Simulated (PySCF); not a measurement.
# BiO₂⁻: relaxation and vibrations of the singlet

Where does singlet BiO₂⁻ go from a bent start, is the end point a minimum, and what are its modes, charges and moments?

Program: PySCF 2.14.0. Level of theory: PBE, basis Bi def2-TZVPD with ECP60, O def2-TZVPD, scalar-relativistic core potentials, no spin–orbit coupling, density fitting. These are calculated values, not measurements.

**1. The starting structure**

3 atoms, charge -1, spin multiplicity 1.

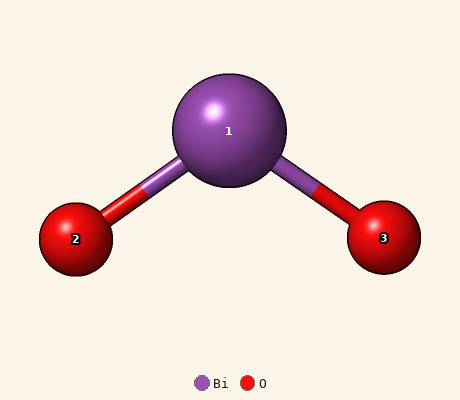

Start geometry, drawn with bismuth purple, oxygen red; atoms are numbered from 1 in the order of the file.

```xyz
3
charge -1 multiplicity 1
Bi    0.0000    0.0000    0.0000
O     1.6219    0.0000    1.1357
O    -1.6219    0.0000    1.1357
```

**2. First SCF at the start**

One driver script runs all steps and calls PySCF; scf.py shows how it sets up the SCF of each step. The optimiser is the driver's own. After this first run the driver tries any further starts and a stability analysis.

File scf.py:

```python
from pyscf import gto, scf, dft
mol = gto.M(atom='''
Bi     0.000000     0.000000     0.000000
O      1.621900     0.000000     1.135700
O     -1.621900     0.000000     1.135700''',
    basis={'Bi': 'def2-TZVPD', 'O': 'def2-TZVPD'},
    ecp={'Bi': 'def2-TZVPD'},
    charge=-1, spin=0)
mf = dft.RKS(mol, xc='PBE')
mf.grids.atom_grid = (50, 194)
aux = {'Bi': 'def2-universal-JKFIT', 'O': 'def2-universal-JKFIT'}
mf = mf.density_fit(auxbasis=aux)
mf.conv_tol = 1e-08
mf.diis_space = 10
mf.max_cycle = 60
mf.init_guess = 'minao'
mf.verbose = 4
mf.kernel()
```

Command:

```console
> OMP_NUM_THREADS=2 python axn.py task.json out
```

The log of the run:

```text
init E= -330.556846161386
  HOMO = -0.72848712876639  LUMO = -0.666698341772218  gap/eV = 1.68136
cycle= 1 E= -363.765236035921  delta_E= -33.2  |g|= 2.58  |ddm|=   12
  HOMO = 0.142670779500019  LUMO = 0.187699617667003  gap/eV = 1.22530
cycle= 2 E= -362.315928211973  delta_E= 1.45  |g|= 3.82  |ddm|= 28.6
  HOMO = -0.0116029808424525  LUMO = 0.0459829045174445  gap/eV = 1.56699
cycle= 3 E= -365.021269936762  delta_E= -2.71  |g|= 0.442  |ddm|= 27.6
  HOMO = -0.0704038612219122  LUMO = 0.0541896107775273  gap/eV = 3.39036
cycle= 4 E= -364.700440992702  delta_E= 0.321  |g|=  1.3  |ddm|= 1.04
  HOMO = 0.00430403337211549  LUMO = 0.0724580875408698  gap/eV = 1.85457
cycle= 5 E= -365.059703847776  delta_E= -0.359  |g|= 0.0623  |ddm|= 0.819
  HOMO = -0.00423952838925458  LUMO = 0.0625955935390579  gap/eV = 1.81868
cycle= 6 E= -365.060370466464  delta_E= -0.000667  |g|= 0.0344  |ddm|= 0.107
  HOMO = -0.00575493644951502  LUMO = 0.0621739037177989  gap/eV = 1.84844
cycle= 7 E= -365.060626797424  delta_E= -0.000256  |g|= 0.00689  |ddm|= 0.0259
  HOMO = -0.00526529406692144  LUMO = 0.0627358356156442  gap/eV = 1.85040
cycle= 8 E= -365.060635741418  delta_E= -8.94e-06  |g|= 0.00258  |ddm|= 0.00836
  HOMO = -0.00497205370674134  LUMO = 0.0629248189570681  gap/eV = 1.84757
cycle= 9 E= -365.060637257486  delta_E= -1.52e-06  |g|= 0.000442  |ddm|= 0.00275
  HOMO = -0.00499028078225562  LUMO = 0.0629289270099562  gap/eV = 1.84818
cycle= 10 E= -365.0606373059  delta_E= -4.84e-08  |g|= 5.35e-05  |ddm|= 0.000393
  HOMO = -0.00498852991986096  LUMO = 0.0629279995316985  gap/eV = 1.84810
cycle= 11 E= -365.060637306677  delta_E= -7.77e-10  |g|= 6.47e-06  |ddm|= 5.11e-05
  HOMO = -0.00498950499099407  LUMO = 0.0629281520103682  gap/eV = 1.84813
Extra cycle  E= -365.060637306489  delta_E= 1.88e-10  |g|= 3e-05  |ddm|= 2.54e-05
converged SCF energy = -365.060637306489
```

This step, with its further starts and checks, needed 9.9 s of wall time on 2 threads of Intel Xeon Platinum 8375C at 2.90GHz (Ice Lake), shared host.

The test of internal stability found no lower closed-shell solution.

**3. Bent start, singlet: relaxation**

The program finds C2v symmetry in the start, which this walk keeps.

Changes to scf.py since step 2:

```diff
@@ -3,3 +3,3 @@
-Bi     0.000000     0.000000     0.000000
-O      1.621900     0.000000     1.135700
-O     -1.621900     0.000000     1.135700''',
+Bi     0.000000     0.000000    -0.150769
+O      1.621900     0.000000     0.984931
+O     -1.621900     0.000000     0.984931''',
@@ -16 +15,0 @@
-mf.init_guess = 'minao'
```

The optimiser's trace:

```tsv
step	energy (Eh)	change (kJ/mol)	largest symmetric gradient (Eh/bohr)
0	-365.060637	0.00	0.00602
1	-365.060770	-0.35	0.00120
2	-365.060776	-0.36	0.00015
3	-365.060777	-0.37	0.00001
```

The walk took 12 s.

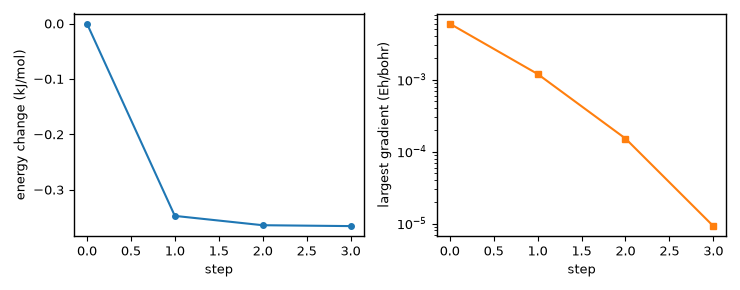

Energy and largest gradient along the walk.

It settles in C2v symmetry, 0.4 kJ/mol below the start, after 3 steps: Bi–O 1.985 Å (×2); O–Bi–O 108.1°.

**4. Hessian and properties**

On the finer grid the gradient is checked again; gradients at displacements of ±0.02 bohr then give force constants and infrared intensities.

Changes to scf.py since step 3:

```diff
@@ -3,3 +3,3 @@
-Bi     0.000000     0.000000    -0.150769
-O      1.621900     0.000000     0.984931
-O     -1.621900     0.000000     0.984931''',
+Bi     0.000000     0.000000    -0.151430
+O      1.610944     0.000000     1.008779
+O     -1.610944     0.000000     1.008779''',
@@ -10 +10 @@
-mf.grids.atom_grid = (50, 194)
+mf.grids.atom_grid = (75, 302)
@@ -13 +13 @@
-mf.conv_tol = 1e-08
+mf.conv_tol = 1e-10
```

The driver hands on the density of the step before, so the log starts near convergence.

Log of the central SCF (cycles and frontier levels):

```text
init E= -365.060971582345
  HOMO = -0.00567597306268422  LUMO = 0.0622287273384465  gap/eV = 1.84778
cycle= 1 E= -365.06097158234  delta_E= 4.83e-12  |g|= 4.81e-06  |ddm|= 3.92e-06
  HOMO = -0.00567714178973365  LUMO = 0.0622284455860118  gap/eV = 1.84781
Extra cycle  E= -365.060971582227  delta_E= 1.14e-10  |g|= 2.34e-05  |ddm|= 1.81e-05
converged SCF energy = -365.060971582227
```

The whole step took 42 s.

Geometry: C2v; Bi–O 1.985 Å (×2); O–Bi–O 108.5°.

Modes, for the most abundant isotopes:

```csv
symmetry,ω (cm⁻¹),IR (km/mol),type
a1,218,22.8,bend
b2,636,194,stretch
a1,660,37.9,stretch
```

No imaginary mode, so this is a minimum.

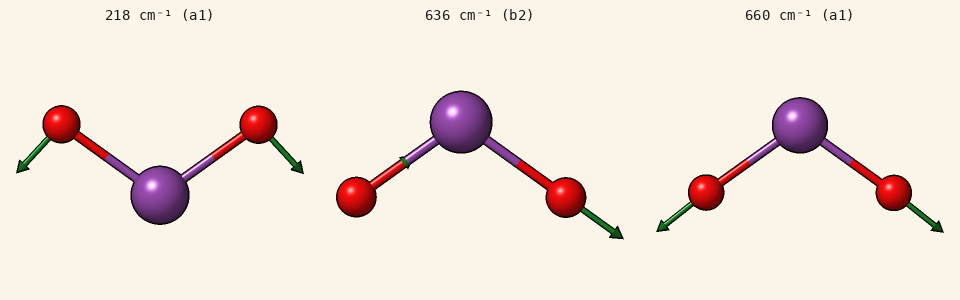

How the atoms move in 3 of the modes.

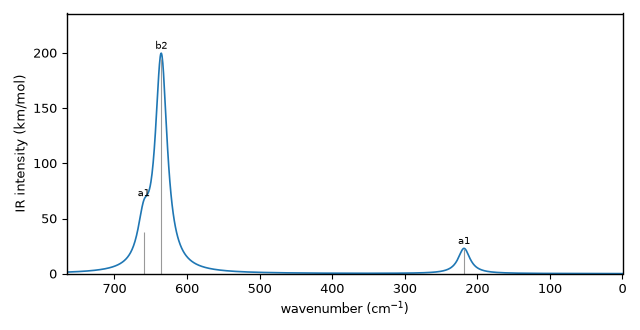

The harmonic infrared spectrum (widths in cm⁻¹). Lines are broadened to a width of 20 cm⁻¹ (Lorentzian).

Properties at this point:

```
Dipole moment about the centre of mass                          : 5.96 D
Highest occupied level                                          : -0.15 eV
Lowest empty level                                              : 1.69 eV
Rotational constants                                            : 0.4514, 0.2031, 0.1401 cm⁻¹
Zero-point energy                                               : 9.1 kJ/mol
Principal polarisabilities                                      : 58.1, 81.5, 94.8 bohr³
Principal traceless quadrupole moments about the centre of mass : -16.07, 0.65, 15.41 D Å
Entropy at 298.15 K and 1 bar                                   : 284.7 J/(mol K)
Heat capacity Cp at 298.15 K                                    : 48.7 J/(mol K)
Enthalpy at 298.15 K above 0 K                                  : 12.03 kJ/mol
Rotational symmetry number                                      : 2
```

Charges (e) and bond orders:

```json
{"atom": "Bi1", "Mulliken": "0.67", "Löwdin": "0.95", "polar tensor": "0.68", "Mayer order to Bi1": "–"}
{"atom": "O2,3", "Mulliken": "-0.84", "Löwdin": "-0.98", "polar tensor": "-0.84", "Mayer order to Bi1": "1.49"}
```

Mulliken populations on Bi1 (outside its core potential): s 4.00, p 8.06, d 10.17, f 0.10.

**5. Would spin polarisation lower it?**

At the lowest minimum the closed shell is tested against spin polarisation, on the (50, 194) grid. It is stable.

**6. Density, ELF and potential**

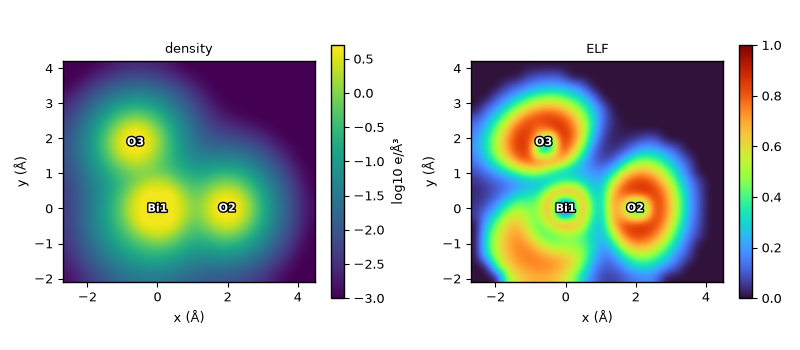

The plane holds Bi1 at (0.00, 0.00), O2 at (1.99, 0.00), O3 at (-0.63, 1.88) Å. ELF is set to 0 where the density is under 0.005 e/Å³; an orbital's overall sign is arbitrary. Electrons inside core potentials are absent.

The fields below are evaluated on a grid from the run's orbitals.

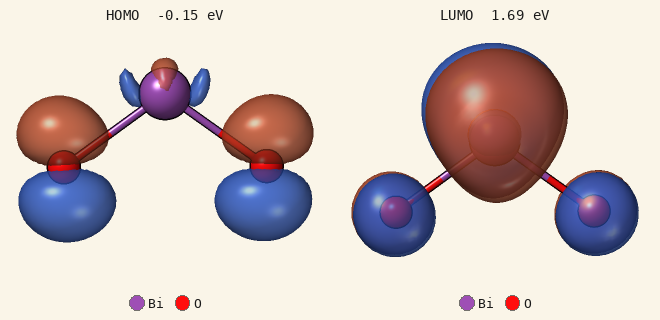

Frontier orbitals at PBE; each surface holds 70 % of the orbital's density, blue and red mark the sign.

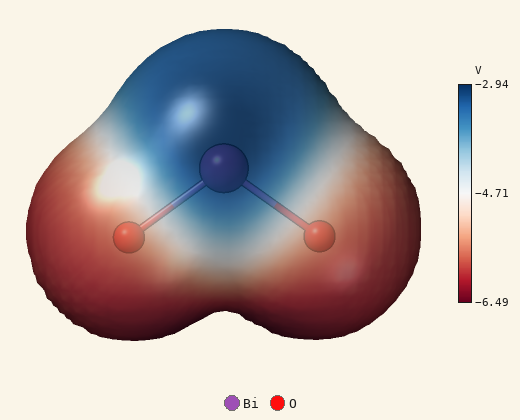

Electrostatic potential on the surface of density 0.002 e/bohr³; red is low, blue high. It runs, from the 1st to the 99th percentile, from -6.49 V near O3 to -2.94 V near Bi1.

Making the fields needed 2.5 s of wall time on 2 threads of Intel Xeon Platinum 8375C at 2.90GHz (Ice Lake), shared host.

**7. What came out**

| quantity | value |
| --- | --- |
| minimum | singlet, C2v |
| geometry | Bi–O 1.985 Å (×2); O–Bi–O 108.5° |
| wavenumbers (cm⁻¹) | 218 (a1), 636 (b2), 660 (a1) |
| dipole moment (centre of mass) | 5.96 D |
| highest occupied, lowest empty level | -0.15, 1.69 eV |
| polar-tensor charge of Bi1 | +0.68 e |
| zero-point energy | 9.1 kJ/mol |
| entropy at 298.15 K | 284.7 J/(mol K) |

**Reading.** The molecule stays C2v, as typed, and the end point is a minimum. The strongest infrared band lies at 636 cm⁻¹ (b2, stretch). Only this shape and spin were tried, so other structures or states may lie lower. With an element this heavy the missing spin–orbit coupling can shift these numbers.

The search up to here took 68 s.
